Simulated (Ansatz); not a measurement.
# BSiH5 (SMILES [H]B([H])[SiH3]) at r2SCAN/STO-3G

Aim: the electronic atomisation energy of BSiH5 at r2SCAN/STO-3G, from 4 runs. 

The calculation is run with Ansatz 0.2.0.

49 further runs of the same task are left out: 1 that didn't finish, 48 set aside as unsound or not needed.

## Step 1: The structure to begin with

The species is BSiH5 (7 atoms), meant as a singlet with charge 0. SMILES: `[H]B([H])[SiH3]`. The shape is that of a GFN2-xTB optimisation.

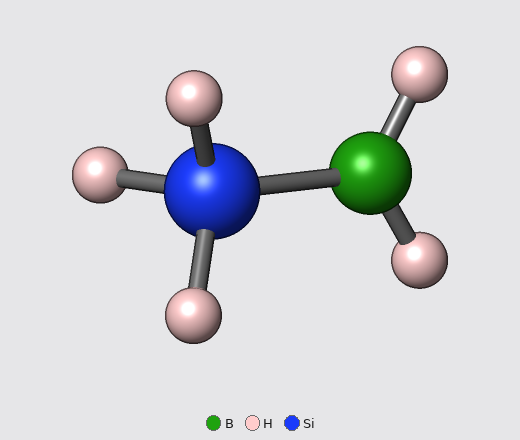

The structure, seen from a chosen angle (boron green, hydrogen pink, silicon blue).

## Step 2: The energy at r2SCAN/STO-3G

The input, run.yaml:

```yaml
basis:
  gaussian:
    orbitals: STO-3G
crystal:
  periodic: [false, false, false]
  atoms:
    - symbol: B
      position_ang: [0.595540, 1.038560, 0.005960]
    - symbol: H
      position_ang: [1.765140, 1.076930, 0.027400]
    - symbol: H
      position_ang: [0.039220, 2.066980, -0.048000]
    - symbol: Si
      position_ang: [-0.377680, -0.657970, 0.018400]
    - symbol: H
      position_ang: [-1.713750, -0.605710, 0.632990]
    - symbol: H
      position_ang: [0.300530, -1.764180, 0.713070]
    - symbol: H
      position_ang: [-0.608990, -1.154610, -1.349820]
hamiltonian:
  xc: {name: r2SCAN}
accuracy: high
```

On the command line:

```sh
ansatz run run.yaml --threads 1 --pin off --max-ram 2610MiB --events-out events.jsonl --progress --plain --runs-dir runs
```

Output:

```text
Warning: RAYON_NUM_THREADS=1 ignored (pool sized by the plan → 1); use --threads N
Functional definition: r2SCAN
  name "r2SCAN"
  parameter k0 = 0.174
  parameter k1 = 0.065
  parameter a1 = 4.9479
  exchange = r2scan_x(k0 = k0, k1 = k1, a1 = a1)
  correlation = r2scan_c
333 factors; integrals over basis functions are off by at most 1.3e-8 eV
mean field evaluation 1: about -8532.4409 eV, gradient 1.4e1 eV
mean field evaluation 2: about -8532.6860 eV, gradient 1.0e1 eV
mean field evaluation 4: about -8533.1034 eV, gradient 1.2e-1 eV
mean field evaluation 8: about -8533.0207 eV, gradient 6.5e-4 eV
mean field -8533.02067570 eV, -313.5827259428 hartree, gradient 2.2e-8 eV, S^2 0.000000; 0 other end points of the search recorded, 0 dependent functions left out
reference -8533.02067615 eV, -313.5827259594 hartree; 12, 12 occupied and 7, 7 virtual orbitals, 333 factors
Total energy: -8533.02067615 eV, -313.5827259594 hartree
```

Wall time 2.1 s (1 thread of Arm Neoverse V2, shared host); peak memory 0.14 GiB.

## Step 3: The B atom, same level

The input, in.yaml:

```yaml
crystal:
  periodic: [false, false, false]
  atoms:
    - {symbol: B, position_ang: [0.000000, 0.000000, 0.000000]}
basis:
  gaussian: {orbitals: STO-3G}
accuracy: high
hamiltonian: {xc: {name: r2SCAN}}
magnetization: {spin_polarized: true, initial_magnetization: 1}
```

Run the same way, it converges to -24.25154 Eh (log not shown).

## Step 4: The H atom at the same level

The input, molecule.yaml:

```yaml
crystal:
  periodic: [false, false, false]
  atoms:
    - {symbol: H, position_ang: [0.000000, 0.000000, 0.000000]}
basis:
  gaussian: {orbitals: STO-3G}
total_charge: 0
hamiltonian: {xc: r2scan}
accuracy: high
magnetization: {spin_polarized: true, initial_magnetization: 1}
```

On the command line:

```sh
ansatz run molecule.yaml --threads 1 --pin off --max-ram 2610MiB --events-out events.jsonl --progress --plain --runs-dir runs
```

Output:

```text
Warning: RAYON_NUM_THREADS=1 ignored (pool sized by the plan → 1); use --threads N
Functional definition: r2SCAN
  name "r2SCAN"
  parameter k0 = 0.174
  parameter k1 = 0.065
  parameter a1 = 4.9479
  exchange = r2scan_x(k0 = k0, k1 = k1, a1 = a1)
  correlation = r2scan_c
1 factors; integrals over basis functions are off by at most 4.6e-10 eV
mean field evaluation 1: about -12.6930 eV, gradient 0.0e0 eV
mean field evaluation 2: about -12.6930 eV, gradient 0.0e0 eV
mean field -12.69300701 eV, -0.4664594041 hartree, gradient 0.0e0 eV, S^2 0.750000; 0 other end points of the search recorded, 0 dependent functions left out
reference -12.69300747 eV, -0.4664594207 hartree; 1, 0 occupied and 0, 1 virtual orbitals, 1 factors
Total energy: -12.69300747 eV, -0.4664594207 hartree
```

It took 0.28 s on 1 thread of Arm Neoverse V2, shared host.

## Step 5: The Si atom

The input, run.yaml:

```yaml
crystal:
  periodic: [false, false, false]
  atoms:
    - {symbol: Si, position_ang: [0.000000, 0.000000, 0.000000]}
basis:
  gaussian:
    orbitals: STO-3G
hamiltonian:
  xc: {name: r2SCAN}
magnetization:
  spin_polarized: true
  initial_magnetization: 2
accuracy: high
```

Run the same way, it converges to -285.91246 Eh (log not shown).

## Step 6: What came out

Level: r2SCAN/STO-3G.

| quantity | value |
| --- | --- |
| molecule: total energy | -313.58273 Eh |
| B atom: total energy | -24.25154 Eh |
| B atom: ⟨S²⟩ | 0.750 |
| H atom: total energy | -0.46646 Eh |
| H atom: ⟨S²⟩ | 0.750 |
| Si atom: total energy | -285.91246 Eh |
| Si atom: ⟨S²⟩ | 2.000 |
| electronic atomisation energy | 29.563 eV |

What this shows: Taking the molecule apart into free atoms costs 29.56 eV (2852 kJ/mol), before zero-point energy and without spin-orbit coupling. In a minimal basis such a difference can be off by several eV, whatever the method.
